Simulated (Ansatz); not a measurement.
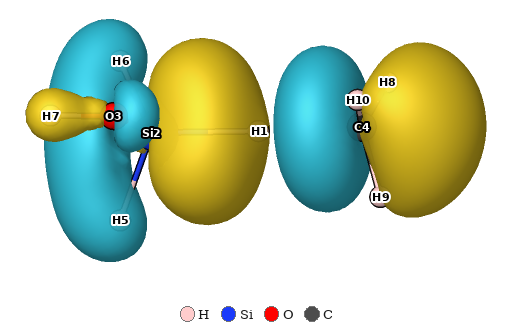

Figure. H₄OSi···CH₃ (doublet). The HOMO (α) at ±0.08 Å⁻³ᐟ² (yellow and cyan are the two phases), seen from one side.

A transition-state structure; geometry: PBE0-D4/def2-TZVP.

All numbers below come from Ansatz 0.2.0, UKS PBE0-D4/def2-TZVPP.

Input file:

```
crystal:
  periodic: [false, false, false]
  atoms:
    - {symbol: H, position_ang: [-0.137746, -0.419639, 0.236019]}
    - {symbol: Si, position_ang: [0.924516, 0.139563, -0.832064]}
    - {symbol: O, position_ang: [0.555092, 1.744741, -0.954040]}
    - {symbol: C, position_ang: [-1.270266, -0.751680, 1.301693]}
    - {symbol: H, position_ang: [0.785018, -0.550055, -2.149247]}
    - {symbol: H, position_ang: [2.326480, -0.060556, -0.358617]}
    - {symbol: H, position_ang: [1.065302, 2.281313, -1.561672]}
    - {symbol: H, position_ang: [-0.706317, -1.328474, 2.025647]}
    - {symbol: H, position_ang: [-1.975926, -1.301495, 0.689800]}
    - {symbol: H, position_ang: [-1.566255, 0.246281, 1.602382]}
basis:
  gaussian: {orbitals: def2-TZVPP}
magnetization: {spin_polarized: true, initial_magnetization: 1}
hamiltonian: {xc: pbe0, dispersion: d4}
output: {orbitals: {seedname: orbitals}}
```

Command:

```sh
ansatz run in.yaml --threads 4 --pin off --events-out ev --progress --plain --max-ram 9574MiB
```

Q: What is the character of this orbital?

A: By Hirshfeld shares it lies mainly on C4 (about 45 %), Si2 (about 25 %) and H1 (about 10 %). Its energy is −5.37 eV.
